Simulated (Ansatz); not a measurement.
# CH6ClNOSi: the cost of one run

All numbers below are computed with Ansatz 0.2.0 (RHF/STO-3G).

## (1) The structure to begin with

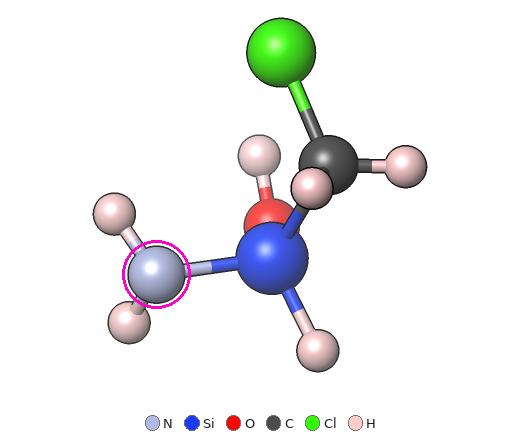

The starting structure, seen from a free direction (nitrogen light blue, silicon blue, oxygen red, carbon dark grey, chlorine green, hydrogen pink). Ringed: N1.

As a file:

```xyz
11

N    -1.1786    1.0166    0.4900
Si   -0.5152   -0.3566   -0.1206
O    -0.4350   -0.0120   -1.7491
C     1.1674   -0.7719    0.6820
Cl    2.3236    0.4246    0.2159
H    -0.6322    1.8748    0.2683
H    -2.0601    1.2205   -0.0391
H    -1.4721   -1.4048    0.0620
H     0.3899    0.5009   -1.9651
H     1.4665   -1.7553    0.3786
H     1.0112   -0.7938    1.7977
```

## (2) Relaxing end A

input.yaml

```yaml
crystal:
  periodic: [false, false, false]
  atoms:
    - { symbol: "N", position_ang: [-1.1786, 1.0166, 0.49] }
    - { symbol: Si, position_ang: [-0.5152, -0.3566, -0.1206] }
    - { symbol: O, position_ang: [-0.435, -0.012, -1.7491] }
    - { symbol: C, position_ang: [1.1674, -0.7719, 0.682] }
    - { symbol: Cl, position_ang: [2.3236, 0.4246, 0.2159] }
    - { symbol: H, position_ang: [-0.6322, 1.8748, 0.2683] }
    - { symbol: H, position_ang: [-2.0601, 1.2205, -0.0391] }
    - { symbol: H, position_ang: [-1.4721, -1.4048, 0.062] }
    - { symbol: H, position_ang: [0.3899, 0.5009, -1.9651] }
    - { symbol: H, position_ang: [1.4665, -1.7553, 0.3786] }
    - { symbol: H, position_ang: [1.0112, -0.7938, 1.7977] }
basis:
  gaussian: { orbitals: STO-3G }
hamiltonian:
  xc: hf
relax:
  f_tol: 0.015
  max_steps: 40
output:
  orbitals: {}
```

Run with:

```bash
ansatz run input.yaml --threads 1 --pin off --max-ram 2048MiB --backend cpu --events-out ev --progress --plain --runs-dir out
```

What time and memory should one allow on 1 thread of Arm Neoverse V2, shared host?

About 16 s, with a peak of 0.16 GiB.
